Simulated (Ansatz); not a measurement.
**A computed series for Mg: pressure series**

Base system: Mg in the hcp (Mg type) structure (space group P6_3/mmc, No. 194).

```yaml
crystal:
  lattice:
    - [3.18645, 0.00000, 0.00000]
    - [-1.59323, 2.75955, 0.00000]
    - [0.00000, 0.00000, 5.22361]
  atoms:
    - { symbol: Mg, position: [0.33333, 0.66667, 0.75000] }
    - { symbol: Mg, position: [0.66667, 0.33333, 0.25000] }
```

Cell and atoms are relaxed at each pressure.

The values are results of PBE (Ansatz, a quantum-chemistry and plane-wave program, PAW, no spin-orbit coupling), not measurements.

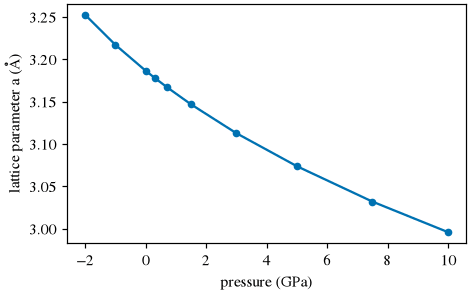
*Lattice parameter a against pressure*

| pressure (GPa) | lattice parameter a |
|---|---|
| -2 | 3.252 Å |
| -1 | 3.217 Å |
| 0.3 | 3.178 Å |
| 0.7 | 3.167 Å |
| 1.5 | 3.147 Å |
| 3 | 3.113 Å |
| 5 | 3.074 Å |
| 7.5 | 3.032 Å |
| 10 | 2.996 Å |

Load acts through the strain it causes; cell and atoms are relaxed under it. Stability against distortions was not tested. No other phases were tried under pressure.
